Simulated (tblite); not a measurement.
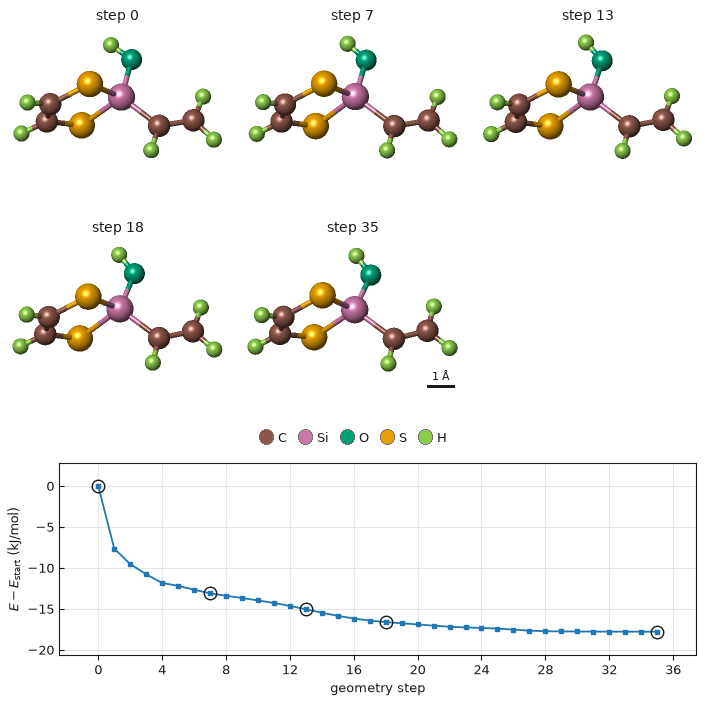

Frames of a relaxation of C4H6OS2Si, marked on the history of the run. The picture is a ball-and-stick view, seen from a free direction.

Theory: tblite 0.8.0, GFN2-xTB geometry optimisation, gas phase. 

Describe the path.

Answer. An H atom moves most after the best rigid fit: 0.39 Å. By element the largest moves are H 0.39 Å, O 0.21 Å, S 0.10 Å, C 0.08 Å, Si 0.07 Å. Some distances before and after: C–Si 1.823 → 1.874 Å, S–Si 2.128 → 2.164 Å, O–Si 1.653 → 1.620 Å, C–C 1.345 → 1.329 Å. Among the angles between lasting bonds that change: Si–O–H 113.7° → 123.7°, C–Si–O 116.0° → 106.6°, O–Si–S 108.4° → 112.6°. Over 35 geometry steps the energy falls by 17.8 kJ/mol. Cost: 0.51 s on 1 thread of Arm Neoverse N1, with other jobs on the host. From step 0 to 7: an H atom moves most (0.08 Å), energy −13.1 kJ/mol. From step 7 to 13: an H atom moves most (0.14 Å), energy −1.95 kJ/mol. From step 13 to 18: an H atom moves most (0.12 Å), energy −1.57 kJ/mol. From step 18 to 35: an H atom moves most (0.09 Å), energy −1.17 kJ/mol.

```tsv
step	E − E(0), kJ/mol
0	0.00
1	-7.64
2	-9.53
3	-10.76
4	-11.83
5	-12.18
6	-12.66
7	-13.09
8	-13.39
9	-13.66
10	-13.96
11	-14.26
13	-15.04
14	-15.46
15	-15.84
17	-16.42
18	-16.60
19	-16.75
21	-17.04
22	-17.18
23	-17.25
24	-17.31
26	-17.52
27	-17.65
28	-17.72
30	-17.75
31	-17.76
32	-17.77
34	-17.77
35	-17.77
```
